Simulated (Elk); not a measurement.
# E(M) of Cobalt

Aim: the energy of Cobalt as a function of its total spin moment.

Program: Elk 11.2.3 (patched build). Level of theory: LDA (Perdew-Wang); all-electron APW+lo, Dirac cores, scalar-relativistic bands. Results are calculated unless marked as measured.

## (1) Set-up

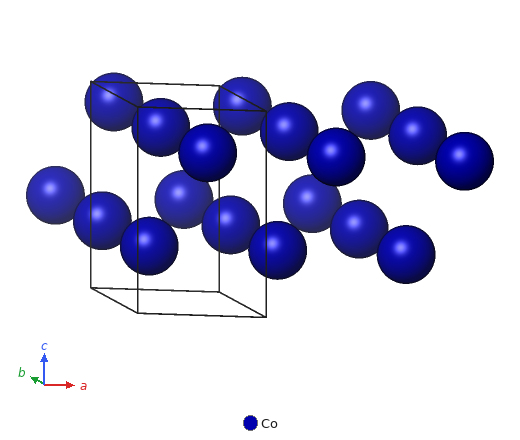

The cell as given, slightly off an axis (cobalt blue). 3×3×1 cells are drawn.

## (2) The free run

The free run shows where the moment settles by itself and gives the state from which the held runs start.

Moments are seeded by fields in the spheres (the last three columns under atoms), set against the wanted direction and reduced each loop.

File elk.in:

```
tasks
  0

xctype
  3

rgkmax
  7.0

nempty
  10

swidth
  0.003

reducebf
  0.5

epsengy
  1e-05

maxscl
  120

spinpol
  .true.

sppath
  './'

avec
  4.73829928489 0.00000000000 0.00000000000
  -2.36914964244 4.10348755135 0.00000000000
  0.00000000000 0.00000000000 7.69099635461

atoms
  1
  'Co.in'
  2
  0.3333333333 0.6666666667 0.2500000000   0.000000 0.000000 -0.100000
  0.6666666667 0.3333333333 0.7500000000   0.000000 0.000000 -0.100000

ngridk
  14 14 8
```

Run with:

```
OMP_NUM_THREADS=4 elk
```

Numbers of over 12 decimals in the logs are rounded to 6 here.

Output:

```text
Warning(init1): few empty states an atom for a second variation :    10.00000000
 they are its basis, with spin, DFT+U, afieldc (12 by default), in Hartree-Fock and RDMFT; 30 and more for pressures
Warning(gndstate): core states of species 1 leak from the muffin-tin :   0.6994773018E-03

--- INFO.OUT ---
┌─────────────────────────┐
│ Elk code version 11.2.3 │
└─────────────────────────┘

All units are atomic (Hartree, Bohr, etc.)

┌─────────────────────────────────────────────────┐
│ Ground-state run starting from atomic densities │
└─────────────────────────────────────────────────┘

Lattice vectors :
   4.738299285       0.000000000       0.000000000
  -2.369149642       4.103487551       0.000000000
   0.000000000       0.000000000       7.690996355

Reciprocal lattice vectors :
   1.326042305      0.7655908820      -0.000000000
   0.000000000       1.531181764       0.000000000
   0.000000000      -0.000000000      0.8169533592

Unit cell volume      :    149.5402886
Brillouin zone volume :    1.658751737

Muffin-tin inner radius fraction :   0.1000000000E-01

Nuclei treated as point charges

Species : 1 (Co)
 parameters loaded from : Co.in
 name : cobalt
 nuclear charge    :   -27.00000000
 electronic charge :    27.00000000
 atomic mass :    107428.6517
 muffin-tin radius :    2.334644196
 number of radial points in muffin-tin :    497
 inner part over the whole radius :   0.9766825461E-02
 number on inner part of muffin-tin    :    350
 approximate nuclear radius :   0.7243775530E-04
 number of mesh points to nuclear radius :    167
 atomic positions (lattice), magnetic fields (Cartesian) :
  1 :   0.33333333  0.16666667  0.25000000    0.00000000  0.00000000 -0.10000000
  2 :  -0.33333333 -0.16666667 -0.25000000    0.00000000  0.00000000 -0.10000000

Total number of atoms per unit cell :    2
Total muffin-tin volume :    106.6057705
 ratio of muffin-tin to unit cell volume :   0.7128899609

Spin treatment :
 spin-polarised
 global magnetic field (Cartesian) :    0.000000000       0.000000000       0.000000000
 collinear magnetisation in z-direction

Number of Bravais lattice symmetries :   24
Number of crystal symmetries         :   24
Crystal has inversion symmetry
Real symmetric eigensolver will be used

k-point grid :     14    14     8
k-point offset :    0.000000000       0.000000000       0.000000000
k-point set is reduced with full crystal symmetry group
Total number of k-points :      120

Muffin-tin radius times maximum |G+k| :    7.000000000
 using average radius
Maximum |G+k| for APW functions       :    2.998315551
Maximum (1/2)|G+k|²                   :    4.494948072
Maximum |G| for potential and density :    12.00000000
Constant for pseudocharge density :    7
 order of it for each species :   14
 order of it for pair densities of each species (exact exchange by exxq0 0: 14) :   10
Radial integration step length :    1

G-vector grid sizes :     20    20    30
Number of G-vectors :     4331

Maximum angular momentum used for
 APW functions            :    8
 outer part of muffin-tin :    6
 inner part of muffin-tin :    2

Total nuclear charge    :   -54.00000000
Total core charge       :    24.00000000
Total valence charge    :    30.00000000
Total excess charge     :    0.000000000
Total electronic charge :    54.00000000

Effective Wigner radius, rₛ :   0.8711480090

Number of empty states         :     20
Total number of valence states :     72
Total number of core states    :     24

Third-order local-orbitals added for an l without core states : T
Total number of local-orbitals :     44

Exchange-correlation functional :      3     0     0
 Perdew-Wang/Ceperley-Alder, Phys. Rev. B 45, 13244 (1992)
 gradient requirement :    0
 local density approximation (LDA)

Smearing type :    3
 Fermi-Dirac
Smearing width :   0.3000000000E-02
Effective electronic temperature (K) :    947.3250744

Mixing type :    3
 Broyden mixing, J. Phys. A: Math. Gen. 17, L317 (1984)

Kohn-Sham potential initialised from atomic data

┌──────────────────────────────┐
│ Self-consistent loop started │
└──────────────────────────────┘

┌─────────────────┐
│ Loop number : 1 │
└─────────────────┘

Energies :
 Fermi                       :     0.198442
 sum of occupied eigenvalues :     -1609.2060513329
 electron kinetic            :      2818.1884299869
 core electron kinetic       :      2550.5173940420
 Coulomb                     :     -5486.2863118875
 Coulomb potential           :     -4276.0142765271
 nuclear-nuclear             :     -499.77031406297
 electron-nuclear            :     -5717.6123791343
 Hartree                     :      731.09638130974
 Madelung                    :     -3348.2791736240
 xc potential                :     -151.16216239953
 xc effective B-field        :    -0.152758
 external B-field            :      0.000000
 exchange                    :     -109.69492683383
 correlation                 :     -4.666099
 electron entropic           :    -0.15710005340131E-02
 total energy                :     -2782.4604787336
 (external B-field energy excluded from total)

Density of states at Fermi energy :    53.14193707
 (states/Hartree/unit cell)

Estimated indirect band gap :   0.6415084218E-03
 from k-point 119 to k-point 39
Estimated direct band gap   :   0.9999601505E-03
 at k-point 4

Charges :
 core                        :    24.00000000
 valence                     :    30.00000000
 interstitial                :    1.756643761
 muffin-tins (core leakage)
  species : 1 (Co)
   atom 1                    :    26.12167812     (  0.7257729751E-03)
   atom 2                    :    26.12167812     (  0.7257729751E-03)
 total in muffin-tins        :    52.24335624
 total calculated charge     :    53.99686243
 total charge                :    54.00000000
 error                       :   0.3137572096E-02

Moments :
 interstitial                :  -0.1003381583
 muffin-tins
  species : 1 (Co)
   atom 1                    :    1.909259409
   atom 2                    :    1.909259409
 total in muffin-tins        :    3.818518819
 total moment                :    3.718180660

┌─────────────────┐
│ Loop number : 2 │
└─────────────────┘

Energies :
 Fermi                       :     0.198856
 sum of occupied eigenvalues :     -1609.2045483305
 electron kinetic            :      2817.9228495721
 core electron kinetic       :      2550.3234423250
 Coulomb                     :     -5486.4121526871
 Coulomb potential           :     -4275.9570351290
 nuclear-nuclear             :     -499.77031406297
 electron-nuclear            :     -5717.9220704539
 Hartree                     :      731.28023182972
 Madelung                    :     -3348.4336351226
 xc potential                :     -150.95799527897
 xc effective B-field        :    -0.152279
 external B-field            :      0.000000
 exchange                    :     -109.70577678691
 correlation                 :     -4.666452
 electron entropic           :    -0.15652353398391E-02
 total energy                :     -2782.8630969811
 (external B-field energy excluded from total)

Density of states at Fermi energy :    52.90882904
 (states/Hartree/unit cell)

Estimated indirect band gap :   0.1849447774E-03
 from k-point 39 to k-point 4
Estimated direct band gap   :   0.9994256288E-03
 at k-point 4

Charges :
 core                        :    24.00000000
 valence                     :    30.00000000
 interstitial                :    1.753316830
 muffin-tins (core leakage)
  species : 1 (Co)
   atom 1                    :    26.12334158     (  0.7249214401E-03)
   atom 2                    :    26.12334158     (  0.7249214401E-03)
 total in muffin-tins        :    52.24668317
 total calculated charge     :    53.99686441
 total charge                :    54.00000000
 error                       :   0.3135586424E-02

Moments :
 interstitial                :  -0.1005969732
 muffin-tins
  species : 1 (Co)
   atom 1                    :    1.905827261
   atom 2                    :    1.905827261
 total in muffin-tins        :    3.811654523
 total moment                :    3.711057549

RMS change in Kohn-Sham potential (target) :   0.4944155942     (  0.1000000000E-05)
Absolute change in total energy (target)   :   0.4026182475     (  0.1000000000E-04)

[... loops 3 to 15 left out ...]

┌──────────────────┐
│ Loop number : 16 │
└──────────────────┘

Energies :
 Fermi                       :     0.284877
 sum of occupied eigenvalues :     -1604.5120219718
 electron kinetic            :      2821.9438822580
 core electron kinetic       :      2551.0977540664
 Coulomb                     :     -5489.6006726211
 Coulomb potential           :     -4274.7062728585
 nuclear-nuclear             :     -499.77031406297
 electron-nuclear            :     -5725.5990489078
 Hartree                     :      735.76869034970
 Madelung                    :     -3352.2475361918
 xc potential                :     -151.64255627187
 xc effective B-field        :    -0.107075
 external B-field            :      0.000000
 exchange                    :     -109.95355049119
 correlation                 :     -4.677459
 electron entropic           :    -0.16130543511153E-02
 total energy                :     -2782.2894126551
 (external B-field energy excluded from total)

Density of states at Fermi energy :    53.90709344
 (states/Hartree/unit cell)

Estimated indirect band gap :   0.5100363253E-03
 from k-point 59 to k-point 103
Estimated direct band gap   :   0.3094987970E-02
 at k-point 103

Charges :
 core                        :    24.00000000
 valence                     :    30.00000000
 interstitial                :    1.669578328
 muffin-tins (core leakage)
  species : 1 (Co)
   atom 1                    :    26.16521084     (  0.6994773153E-03)
   atom 2                    :    26.16521084     (  0.6994773153E-03)
 total in muffin-tins        :    52.33042167
 total calculated charge     :    53.99694734
 total charge                :    54.00000000
 error                       :   0.3052662382E-02

Moments :
 interstitial                :  -0.8117003454E-01
 muffin-tins
  species : 1 (Co)
   atom 1                    :    1.608135298
   atom 2                    :    1.608135298
 total in muffin-tins        :    3.216270597
 total moment                :    3.135100562

RMS change in Kohn-Sham potential (target) :   0.1774960341E-06 (  0.1000000000E-05)
Absolute change in total energy (target)   :   0.3001118330E-05 (  0.1000000000E-04)

Convergence targets achieved

┌──────────────────┐
│ Loop number : 17 │
└──────────────────┘

Energies :
 Fermi                       :     0.284877
 sum of occupied eigenvalues :     -1604.5120242193
 electron kinetic            :      2821.9438850607
 core electron kinetic       :      2551.0977538857
 Coulomb                     :     -5489.6006770261
 Coulomb potential           :     -4274.7062724842
 nuclear-nuclear             :     -499.77031406297
 electron-nuclear            :     -5725.5990579728
 Hartree                     :      735.76869500972
 Madelung                    :     -3352.2475407840
 xc potential                :     -151.64256151277
 xc effective B-field        :    -0.107075
 external B-field            :      0.000000
 exchange                    :     -109.95355093435
 correlation                 :     -4.677459
 electron entropic           :    -0.16130519225702E-02
 total energy                :     -2782.2894146870
 (external B-field energy excluded from total)

Density of states at Fermi energy :    53.90702317
 (states/Hartree/unit cell)

Estimated indirect band gap :   0.5099351905E-03
 from k-point 59 to k-point 103
Estimated direct band gap   :   0.3094890750E-02
 at k-point 103

Charges :
 core                        :    24.00000000
 valence                     :    30.00000000
 interstitial                :    1.669578291
 muffin-tins (core leakage)
  species : 1 (Co)
   atom 1                    :    26.16521085     (  0.6994773018E-03)
   atom 2                    :    26.16521085     (  0.6994773018E-03)
 total in muffin-tins        :    52.33042171
 total calculated charge     :    53.99694734
 total charge                :    54.00000000
 error                       :   0.3052662261E-02

Moments :
 interstitial                :  -0.8117153805E-01
 muffin-tins
  species : 1 (Co)
   atom 1                    :    1.608135977
   atom 2                    :    1.608135977
 total in muffin-tins        :    3.216271954
 total moment                :    3.135100416

┌──────────────────────────────┐
│ Self-consistent loop stopped │
└──────────────────────────────┘

Warning : core states of species 1 leak from the muffin-tin :   0.6994773018E-03

Wrote STATE.OUT
```

Wall time 40 s (4 threads of Arm Neoverse V1, shared host); peak memory 0.13 GiB; 2.6 min of CPU time.

Spin moment in the muffin-tin sphere by atom:

| atom | spin moment in the muffin-tin sphere (μB) |
| --- | --- |
| Co1 | 1.61 |
| Co2 | 1.61 |

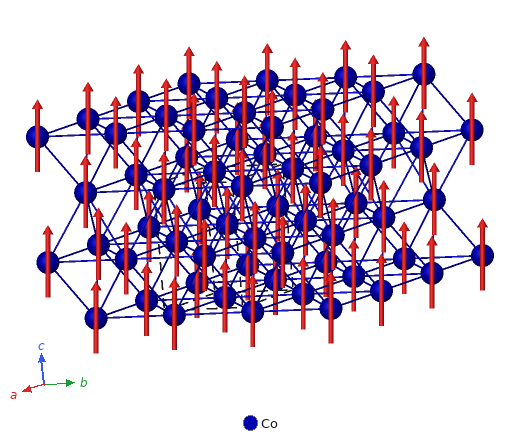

Spin moment in the muffin-tin sphere as arrows, the longest 1.61 μB. Up and down stand for the sign. Arrows give size and sign along the axis of quantisation, drawn up and down the page. 4×4×2 cells are drawn.

This step gave:

- density of states at the Fermi level: 1.981 states/eV/cell
- moment between the spheres: -0.08117 μB
- magnetization: 3.135 μB
- final state: ferromagnetic

After 17 cycles the largest moment stands at 1.61 μB.

(Part 1 of 2 ends here.)

[Logs and program files are shortened in this print: banners, set-up blocks, solver, clock and traceback lines can be left out without a mark of their own.]

[Logs are printed without paths, hosts, clocks, repeated set-up lines and the standing remarks that a program may print on its own settings, such as how far it seeks lower states.]

[Hosts, paths, dates, database ids (printed as entryN), source tags and the programs' standing remarks are cut or masked in the printed files.]

[Where a cell is said to come from a database of computed structures, the database is the Materials Project.]
